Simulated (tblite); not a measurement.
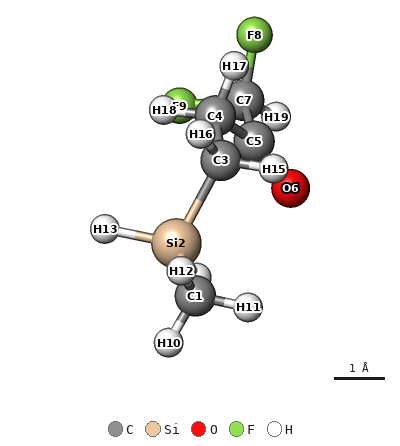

Fig. 1: The input geometry (ball-and-stick view, seen at an oblique angle; atoms are numbered from 1 in the order of the input). Bond lengths as drawn: C–C 1.49 to 1.55 Å, C–F 1.35 to 1.36 Å, C–H 1.09 to 1.10 Å, C–O 1.20 Å, C–Si 1.90 to 1.91 Å and H–Si 1.46 to 1.47 Å.

**Run report: C₅H₁₀F₂OSi, frequency calculation**

- system: C₅H₁₀F₂OSi, SMILES C[SiH2]CCC(=O)C(F)F
- method: GFN2-xTB harmonic vibrations, gas phase (tblite 0.8.0)

It belongs to a series of runs on one base structure; here: H on C replaced by CHF2.

Output
```
mode    cm-1     km/mol
  1      18.9      0.04
  2      23.8      1.63
  3      45.6      3.63
  4      85.4      4.93
  5     123.0      0.32
  6     139.3      1.77
  7     175.1      3.48
  8     203.9      3.50
  9     229.9      4.83
 10     332.6     19.48
 11     395.6     10.35
 12     445.2     32.96
 13     541.5      5.84
 14     545.7      2.82
 15     566.9      0.87
 16     627.4     28.16
 17     670.2     90.72
 18     702.1     87.97
 19     745.5     51.64
 20     765.1     56.84
 21     790.7    229.70
 22     821.5     68.87
 23     842.8    240.41
 24     853.6     38.82
 25     903.7     14.71
 26    1025.8    161.81
 27    1051.2     47.26
 28    1081.5     20.08
 29    1109.6     19.47
 30    1120.2     30.31
 31    1174.8      3.75
 32    1233.3     31.67
 33    1248.4      9.22
 34    1286.5     13.80
 35    1326.6     29.63
 36    1372.3     10.90
 37    1415.7     34.81
 38    1467.6      2.07
 39    1483.3      0.48
 40    1490.2      0.31
 41    1793.1    249.71
 42    2187.9    339.73
 43    2271.3    249.04
 44    2914.0      7.56
 45    2919.3     16.94
 46    2961.5      6.32
 47    2986.0     33.87
 48    3000.3     24.58
 49    3039.0     31.78
 50    3040.5     20.29
 51    3054.1     22.00
```

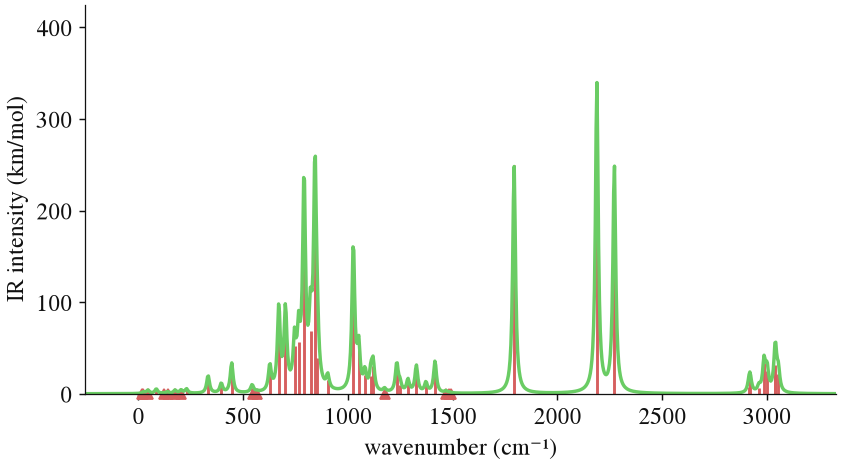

Fig. 2: Harmonic infrared spectrum, unscaled: sticks (degenerate modes added up, dark ones marked on the axis) with a Lorentzian envelope of 16 cm⁻¹ full width, scaled to the tallest stick. 51 modes from 19 to 3054 cm⁻¹, none imaginary. The strongest line is at 2188 cm⁻¹ (340 km/mol).

This output came from the following input.

Input file
```
{"job": {"kind": "ir", "xc": "GFN2-xTB", "basis": "xTB"}, "charge": 0, "multiplicity": 1}
C     -3.191525     0.143258    -0.823943
Si    -1.654716     0.314819     0.272617
C     -0.343998    -0.919125    -0.368563
C      0.994393    -0.788348     0.343611
C      1.709660     0.475627     0.002277
O      1.373510     1.289927    -0.812106
C      3.012172     0.690012     0.818165
F      3.812883    -0.399714     0.733027
F      2.705949     0.837262     2.130316
H     -3.994637     0.778046    -0.464360
H     -2.980327     0.431234    -1.849630
H     -3.561529    -0.877801    -0.837723
H     -1.969907    -0.073385     1.657855
H     -1.157082     1.690580     0.262753
H     -0.184048    -0.776174    -1.437649
H     -0.705392    -1.939881    -0.237644
H      1.670591    -1.609137     0.073347
H      0.875600    -0.830536     1.430122
H      3.578599     1.572587     0.488335
```

The first line tells a small driver script what to run in tblite; the rest is the geometry in Å.

Run as:
```bash
OMP_NUM_THREADS=1 python <driver script> task.json out
```

Key numbers

| quantity | value |
| --- | --- |
| outcome | converged |
| total energy | −844.6506 eV |
| zero-point energy | 86.7020 kcal/mol |
| hardware | 1 CPU thread, shared host |
| wall time | 0.78 s |
| peak memory | 0.18 GiB |
